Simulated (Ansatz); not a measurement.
# Run report: C₂H₉AlFN, nudged elastic band

System: C₂H₉AlFN.
Method: RKS CAM-B3LYP-D4/cc-pVDZ (Ansatz 0.2.0).

One setting was made poor on purpose. It belongs to a series of runs on one base structure; here: band between the two ends.

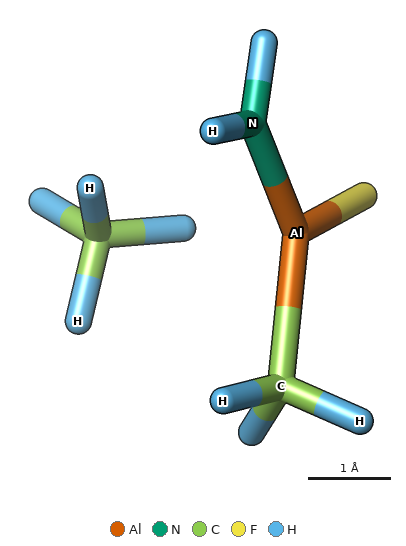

Figure 1. The structure as given in the input (stick view, seen at a tilt). Sticks mark near contacts.

**The input**
```yaml
crystal:
  periodic: [false, false, false]
  atoms:
    - { symbol: Al, position_ang: [-0.87927, 0.316336, -0.601496] }
    - { symbol: "N", position_ang: [0.025392, 1.306071, -1.762261] }
    - { symbol: C, position_ang: [-1.002836, -1.617571, -0.627952] }
    - { symbol: F, position_ang: [-1.776276, 1.183493, 0.548442] }
    - { symbol: H, position_ang: [1.548705, 0.658334, 0.727451] }
    - { symbol: C, position_ang: [1.220502, 0.314469, 1.720298] }
    - { symbol: H, position_ang: [0.585035, 0.944077, -2.52676] }
    - { symbol: H, position_ang: [0.049391, 2.320524, -1.758371] }
    - { symbol: H, position_ang: [-0.250752, -2.078322, -1.286944] }
    - { symbol: H, position_ang: [-0.876232, -2.034541, 0.383433] }
    - { symbol: H, position_ang: [-1.997443, -1.933398, -0.984228] }
    - { symbol: H, position_ang: [1.284309, -0.780719, 1.775266] }
    - { symbol: H, position_ang: [1.880347, 0.757698, 2.47846] }
    - { symbol: H, position_ang: [0.18913, 0.643649, 1.914765] }
basis:
  gaussian: { orbitals: cc-pVDZ }
hamiltonian:
  xc: cam_b3lyp
  dispersion: d4
neb:
  order_check: false
  images: 5
  f_tol: 0.05
  max_iterations: 60
  initial_path: linear
  final_atoms:
    - { symbol: Al, position_ang: [-0.46442908, 0.12483149, 0.28456356] }
    - { symbol: "N", position_ang: [0.53198613, 1.12634745, -1.25227098] }
    - { symbol: C, position_ang: [-1.04719719, -1.54520025, -0.57437953] }
    - { symbol: F, position_ang: [-1.6650307, 1.35828713, 0.35439061] }
    - { symbol: H, position_ang: [1.47436428, 1.44150746, -1.01521446] }
    - { symbol: C, position_ang: [0.83602315, 0.15652701, 1.75889722] }
    - { symbol: H, position_ang: [0.58249046, 0.61320423, -2.13397331] }
    - { symbol: H, position_ang: [-0.04438832, 1.95834197, -1.40800408] }
    - { symbol: H, position_ang: [-0.1939098, -2.17045144, -0.89447145] }
    - { symbol: H, position_ang: [-1.64313405, -2.16608891, 0.11714807] }
    - { symbol: H, position_ang: [-1.67945298, -1.36699682, -1.46168402] }
    - { symbol: H, position_ang: [1.74490844, -0.42815854, 1.52807579] }
    - { symbol: H, position_ang: [1.1570153, 1.18030771, 2.01889893] }
    - { symbol: H, position_ang: [0.41075635, -0.2823585, 2.67812665] }
```

Machine: 4 threads of Arm Neoverse N1, 16 GiB of memory available, shared host.

Launch command:
```bash
ansatz run input.yaml --threads 4 --pin off --max-ram 5120MiB --backend cpu --events-out ev --progress --plain --runs-dir out
```

**Output**
```
Engine: ansatz 0.2.0, aarch64-unknown-linux-gnu
Functional definition: CAM-B3LYP
  parameter alpha = 0.19
  parameter beta = 0.46
  parameter omega = 0.33/bohr
  parameter ac = 0.81
  exchange = (1 - alpha - beta)*b88_x + beta*b88_x_sr(omega) + alpha*exact_x + beta*exact_x_lr(omega)
  correlation = (1 - ac)*vwn5_c + ac*lyp_c
1266 factors; integrals over basis functions are off by at most 4.2e-4 eV
447 factors; integrals over basis functions are off by at most 6.3e-7 eV
mean field evaluation 1: about -13014.4624 eV, gradient 7.3e1 eV
mean field evaluation 2: about -13013.1762 eV, gradient 7.8e1 eV
mean field evaluation 4: about -13025.3853 eV, gradient 1.9e0 eV
mean field evaluation 8: about -13025.4193 eV, gradient 2.1e-1 eV
mean field evaluation 16: about -13025.4193 eV, gradient 1.4e-5 eV
mean field -13025.41934224 eV, -478.6753318811 hartree, gradient 1.4e-5 eV, S^2 0.000000; 0 other end points of the search recorded, 0 dependent functions left out
the calculation of the forces begins
reference -13025.41948172 eV, -478.6753370068 hartree; 25, 25 occupied and 94, 94 virtual orbitals, 1266 factors
1266 factors; integrals over basis functions are off by at most 9.2e-4 eV
447 factors; integrals over basis functions are off by at most 4.9e-7 eV
mean field evaluation 32: about -13025.6649 eV, gradient 1.1e-5 eV
mean field -13025.66488604 eV, -478.6843554491 hartree, gradient 1.1e-5 eV, S^2 0.000000; 0 other end points of the search recorded, 0 dependent functions left out
[... from here on the field's lines of each further geometry are left out, up to the last ...]
NEB iter   1: max|band force component| = 9.358e0 eV/Å  barrier→ = 5.6119 eV  barrier← = 5.8676 eV  Δτ_max = 0.2000 Å  (187 SCF iters)
NEB iter   2: max|band force component| = 3.858e0 eV/Å  barrier→ = 2.8234 eV  barrier← = 3.0791 eV  Δτ_max = 0.2000 Å  (153 SCF iters)
NEB iter   3: max|band force component| = 5.186e0 eV/Å  barrier→ = 1.8864 eV  barrier← = 2.1421 eV  Δτ_max = 0.0997 Å  (150 SCF iters)
NEB iter   4: max|band force component| = 1.211e0 eV/Å  barrier→ = 1.5569 eV  barrier← = 1.8126 eV  Δτ_max = 0.2000 Å  (145 SCF iters)
NEB iter   5: max|band force component| = 2.465e0 eV/Å  barrier→ = 1.2907 eV  barrier← = 1.5464 eV  Δτ_max = 0.1008 Å  (145 SCF iters)
NEB iter   6: max|band force component| = 1.533e0 eV/Å  barrier→ = 1.0052 eV  barrier← = 1.2609 eV  Δτ_max = 0.0999 Å  (144 SCF iters)
NEB iter   7: max|band force component| = 1.146e0 eV/Å  barrier→ = 0.8294 eV  barrier← = 1.0851 eV  CI = image 3  Δτ_max = 0.1989 Å  (145 SCF iters)
NEB iter   8: max|band force component| = 1.449e0 eV/Å  barrier→ = 1.2853 eV  barrier← = 1.5410 eV  CI = image 3  Δτ_max = 0.0998 Å  (145 SCF iters)
NEB iter   9: max|band force component| = 6.685e-1 eV/Å  barrier→ = 1.3179 eV  barrier← = 1.5736 eV  CI = image 3  Δτ_max = 0.0418 Å  (146 SCF iters)
NEB iter  10: max|band force component| = 1.995e-1 eV/Å  barrier→ = 1.2914 eV  barrier← = 1.5471 eV  CI = image 3  Δτ_max = 0.0240 Å  (137 SCF iters)
NEB iter  11: max|band force component| = 1.153e-1 eV/Å  barrier→ = 1.2899 eV  barrier← = 1.5456 eV  CI = image 3  Δτ_max = 0.0153 Å  (130 SCF iters)
the calculation of the forces begins
reference -13025.60770567 eV, -478.6822541092 hartree; 25, 25 occupied and 94, 94 virtual orbitals, 1266 factors
1267 factors; integrals over basis functions are off by at most 1.1e-3 eV
447 factors; integrals over basis functions are off by at most 5.1e-7 eV
mean field evaluation 576: about -13024.1157 eV, gradient 6.4e-4 eV
mean field -13024.11571895 eV, -478.6274246086 hartree, gradient 1.7e-5 eV, S^2 0.000000; 1 other end points of the search recorded, 0 dependent functions left out
the calculation of the forces begins
reference -13024.11585385 eV, -478.6274295662 hartree; 25, 25 occupied and 94, 94 virtual orbitals, 1267 factors
NEB iter  12: max|band force component| = 2.539e-2 eV/Å  barrier→ = 1.2893 eV  barrier← = 1.5450 eV  CI = image 3  Δτ_max = 0.0000 Å  (256 SCF iters)
```

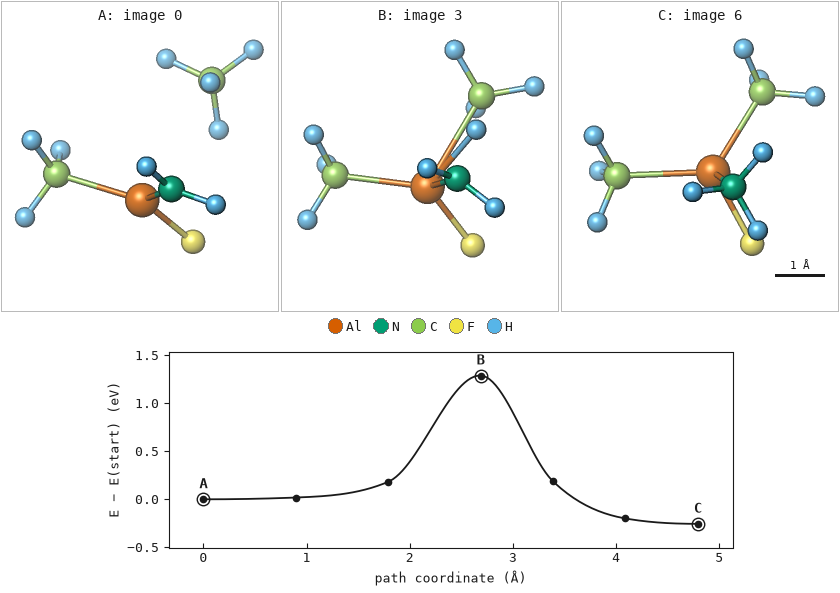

Figure 2. Images of the last band (counted from 0; ball-and-stick, seen at a tilt) above the energy along the path; the line is a cubic interpolation that uses the forces. The highest image is number 3, 1.289 eV above the start and 1.545 eV above the end (the climbing image); the end lies 0.256 eV below the start. The path is 4.79 Å long. The band converged in 12 iterations.

```
Total energy: -13024.32859647 eV, -478.6352477134 hartree
Atom 0 at    -0.663629     0.260063    -0.046010 Å, force     0.004937    -0.029575     0.003931 eV/Å
Atom 1 at     0.569027     1.213686    -1.161803 Å, force     0.006374     0.018649     0.040365 eV/Å
Atom 2 at    -1.217492    -1.530222    -0.553576 Å, force    -0.007966     0.005955    -0.021008 eV/Å
Atom 3 at    -1.762147     1.366502     0.631003 Å, force    -0.001173     0.007036     0.000019 eV/Å
Atom 4 at     1.074840     0.813664     0.023689 Å, force    -0.005459     0.015868    -0.023876 eV/Å
Atom 5 at     1.039015     0.208908     1.308374 Å, force    -0.019927    -0.014621    -0.008351 eV/Å
Atom 6 at     0.957765     0.835657    -2.024764 Å, force     0.007511    -0.002201     0.000425 eV/Å
Atom 7 at     0.471373     2.225188    -1.252984 Å, force     0.002513    -0.000819    -0.014049 eV/Å
Atom 8 at    -0.379416    -2.118552    -0.962418 Å, force    -0.001698    -0.002887     0.005674 eV/Å
Atom 9 at    -1.632737    -2.091387     0.298591 Å, force    -0.000258     0.001736     0.010236 eV/Å
Atom 10 at    -2.000848    -1.489287    -1.329062 Å, force     0.001930    -0.004877     0.006579 eV/Å
Atom 11 at     1.720932    -0.651245     1.228942 Å, force     0.012016    -0.001116    -0.004508 eV/Å
Atom 12 at     1.565010     1.041589     1.800801 Å, force     0.008680     0.006237    -0.000861 eV/Å
Atom 13 at     0.258309    -0.084463     2.039320 Å, force    -0.007480     0.000616     0.005423 eV/Å
Dipole moment:     0.532907    -0.069972    -0.360681 e Å
this run last wrote the band of iteration 12 to [file]
```

**The last band as extended XYZ (Å, eV, eV/Å)**
```
14
Properties=species:S:1:pos:R:3:forces:R:3 image=0 energy=-13025.61771
Al   -0.8793    0.3163   -0.6015   -0.0118   0.0060   0.0108
N     0.0254    1.3061   -1.7623   -0.0021   0.0028   0.0073
C    -1.0028   -1.6176   -0.6280   -0.0029   0.0018   0.0020
F    -1.7763    1.1835    0.5484    0.0139  -0.0090  -0.0131
H     1.5487    0.6583    0.7275   -0.0010  -0.0015   0.0055
C     1.2205    0.3145    1.7203    0.0015   0.0133   0.0028
H     0.5850    0.9441   -2.5268   -0.0001   0.0006   0.0012
H     0.0494    2.3205   -1.7584    0.0002  -0.0047  -0.0030
H    -0.2508   -2.0783   -1.2869    0.0004   0.0004   0.0007
H    -0.8762   -2.0345    0.3834   -0.0007   0.0016  -0.0037
H    -1.9974   -1.9334   -0.9842    0.0047   0.0000   0.0009
H     1.2843   -0.7807    1.7753   -0.0047  -0.0018  -0.0010
H     1.8803    0.7577    2.4785   -0.0023  -0.0036  -0.0062
H     0.1891    0.6436    1.9148    0.0049  -0.0058  -0.0041
14
Properties=species:S:1:pos:R:3:forces:R:3 image=1 energy=-13025.59931
Al   -0.9028    0.3403   -0.5422   -0.0026   0.0003  -0.0106
N     0.0849    1.2998   -1.6627   -0.0047   0.0039  -0.0108
C    -1.1210   -1.5847   -0.5992    0.0010   0.0007  -0.0022
F    -1.8026    1.2359    0.5797   -0.0005   0.0006  -0.0010
H     1.4196    0.7011    0.6079    0.0148  -0.0018   0.0112
C     1.2845    0.2779    1.6145    0.0044  -0.0016   0.0081
H     0.6771    0.9197   -2.3931   -0.0110   0.0024  -0.0130
H     0.1676    2.3106   -1.6334   -0.0098   0.0030  -0.0106
H    -0.2397   -2.0961   -1.0169    0.0019   0.0025  -0.0053
H    -1.3132   -1.9932    0.4048    0.0090   0.0045   0.0008
H    -1.9856   -1.8519   -1.2295   -0.0017  -0.0062   0.0028
H     1.6794   -0.7462    1.6410   -0.0097  -0.0098   0.0132
H     1.8299    0.9082    2.3292    0.0100  -0.0114   0.0162
H     0.2219    0.2787    1.8999   -0.0012   0.0130   0.0014
14
Properties=species:S:1:pos:R:3:forces:R:3 image=2 energy=-13025.43549
Al   -0.8330    0.3375   -0.3740   -0.1022   0.0437  -0.2047
N     0.2317    1.2616   -1.4706   -0.1679   0.0395  -0.1818
C    -1.1897   -1.5577   -0.5609   -0.0083   0.0100  -0.0232
F    -1.7788    1.2935    0.6559    0.0131  -0.0118   0.0277
H     1.1647    0.6845    0.4146    0.0708  -0.0928   0.2361
C     1.2254    0.2640    1.4342    0.1009  -0.0046   0.0900
H     0.8697    0.8599   -2.1485   -0.0312   0.0161  -0.0659
H     0.3734    2.2638   -1.4012   -0.0193   0.0277  -0.0653
H    -0.3166   -2.1175   -0.9322    0.0029   0.0121  -0.0002
H    -1.5427   -2.0413    0.3625    0.0189   0.0547   0.0194
H    -1.9897   -1.6718   -1.3123   -0.0156  -0.0633  -0.0067
H     1.8502   -0.6362    1.3996    0.0625  -0.0315   0.0998
H     1.6843    1.0461    2.0494    0.0850  -0.0371   0.1661
H     0.2511    0.0136    1.8838   -0.0095   0.0373  -0.0913
14
Properties=species:S:1:pos:R:3:forces:R:3 image=3 energy=-13024.32846
Al   -0.6636    0.2601   -0.0460    0.0049  -0.0296   0.0039
N     0.5690    1.2137   -1.1618    0.0064   0.0186   0.0404
C    -1.2175   -1.5302   -0.5536   -0.0080   0.0060  -0.0210
F    -1.7621    1.3665    0.6310   -0.0012   0.0070   0.0000
H     1.0748    0.8137    0.0237   -0.0055   0.0159  -0.0239
C     1.0390    0.2089    1.3084   -0.0199  -0.0146  -0.0084
H     0.9578    0.8357   -2.0248    0.0075  -0.0022   0.0004
H     0.4714    2.2252   -1.2530    0.0025  -0.0008  -0.0140
H    -0.3794   -2.1186   -0.9624   -0.0017  -0.0029   0.0057
H    -1.6327   -2.0914    0.2986   -0.0003   0.0017   0.0102
H    -2.0008   -1.4893   -1.3291    0.0019  -0.0049   0.0066
H     1.7209   -0.6512    1.2289    0.0120  -0.0011  -0.0045
H     1.5650    1.0416    1.8008    0.0087   0.0062  -0.0009
H     0.2583   -0.0845    2.0393   -0.0075   0.0006   0.0054
14
Properties=species:S:1:pos:R:3:forces:R:3 image=4 energy=-13025.43067
Al   -0.6089    0.2103    0.1318    0.0762  -0.1163   0.2978
N     0.6529    1.2119   -1.1279    0.0549   0.0083   0.0312
C    -1.2703   -1.4758   -0.5985   -0.0172   0.0139  -0.0260
F    -1.7250    1.4346    0.5582   -0.0023   0.0332  -0.1245
H     1.3157    1.0311   -0.3564    0.3525   0.4025  -0.6356
C     0.8912    0.0714    1.4421   -0.2253  -0.1360   0.1781
H     1.0023    0.8270   -2.0050   -0.0006  -0.0070  -0.0011
H     0.5243    2.2201   -1.2233   -0.0524  -0.0081  -0.0102
H    -0.4468   -2.0914   -1.0012   -0.0152   0.0015  -0.0116
H    -1.7118   -2.0539    0.2328   -0.0170  -0.0214  -0.0355
H    -2.0426   -1.3894   -1.3780   -0.0121   0.0282  -0.0176
H     1.6238   -0.7327    1.2412   -0.1033  -0.0173   0.0075
H     1.4680    0.9664    1.7505   -0.1805  -0.0016  -0.1250
H     0.3274   -0.2296    2.3337    0.1423  -0.1799   0.4725
14
Properties=species:S:1:pos:R:3:forces:R:3 image=5 energy=-13025.81735
Al   -0.5356    0.1802    0.2313    0.0238  -0.0155   0.0286
N     0.7069    1.1736   -1.1176    0.0063  -0.0122  -0.0021
C    -1.2941   -1.4050   -0.6407    0.0048   0.0086  -0.0068
F    -1.5982    1.5104    0.4618    0.0265   0.0123  -0.0365
H     1.6121    1.1966   -0.6441    0.0815   0.0622  -0.0943
C     0.8387   -0.0403    1.6204   -0.0133  -0.0187   0.0505
H     0.8527    0.7914   -2.0532   -0.0527  -0.0111  -0.0193
H     0.3937    2.1427   -1.2158   -0.0613  -0.0243  -0.0074
H    -0.5122   -2.0532   -1.0750   -0.0031   0.0024  -0.0109
H    -1.8088   -2.0178    0.1209   -0.0127  -0.0028  -0.0221
H    -2.0332   -1.1938   -1.4303    0.0141   0.0339  -0.0083
H     1.5843   -0.8038    1.3302   -0.0059  -0.0012   0.0307
H     1.3908    0.8926    1.8370   -0.0326  -0.0022   0.0216
H     0.4028   -0.3734    2.5752    0.0246  -0.0315   0.0766
14
Properties=species:S:1:pos:R:3:forces:R:3 image=6 energy=-13025.87342
Al   -0.4371    0.1730    0.3021    0.0204  -0.0211  -0.0078
N     0.7019    1.1289   -1.1631   -0.0110  -0.0113   0.0231
C    -1.2848   -1.3027   -0.6828    0.0065  -0.0001   0.0165
F    -1.4229    1.5725    0.4954   -0.0121  -0.0014   0.0108
H     1.6836    1.2675   -0.9171    0.0031   0.0039  -0.0072
C     0.8570   -0.1298    1.7509   -0.0120  -0.0086  -0.0092
H     0.6656    0.6912   -2.0853    0.0045   0.0052  -0.0115
H     0.2666    2.0528   -1.2388    0.0054  -0.0028  -0.0047
H    -0.5448   -2.0272   -1.0688   -0.0097   0.0060   0.0046
H    -1.9705   -1.8766   -0.0352    0.0064   0.0127  -0.0135
H    -1.8835   -0.9506   -1.5410    0.0087   0.0048   0.0104
H     1.6588   -0.8309    1.4563   -0.0069   0.0060   0.0045
H     1.3399    0.8033    2.0898   -0.0091  -0.0026  -0.0088
H     0.3700   -0.5715    2.6377    0.0057   0.0094  -0.0071
```

**Summary**

- outcome: converged
- barrier, forward: 1.289 eV
- barrier, backward: 1.545 eV
- wall time: 3.9 min (CPU time 14 min)
- peak memory: 0.36 GiB

**Remarks**

A deliberately poor setting: straight start. The order of the saddle point was not checked.
